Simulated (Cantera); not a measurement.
Input: 1 mol SiHCl3, 0.02 mol HCl, a varied amount of N2, held at 1402 °C and 170000 Pa.

Equilibrium computed with Cantera from the NASA thermochemical tables; the gas is ideal and each condensed phase is pure. Candidate condensed phases: NH4Cl, Si, Si3N4; 28 gas species. The tables' values for SiCl3 are old estimates; treat these amounts as uncertain. Kinetics and transport are ignored.

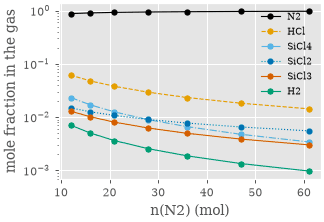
Figure: Equilibrium gas composition (values under 1e-9 drawn at 1e-9)

Read off the mole fractions at 21 mol N2.

N2 about 0.93, HCl about 0.038, SiCl4 about 0.013, SiCl2 about 0.011, SiCl3 about 0.0081, H2 about 0.0036.
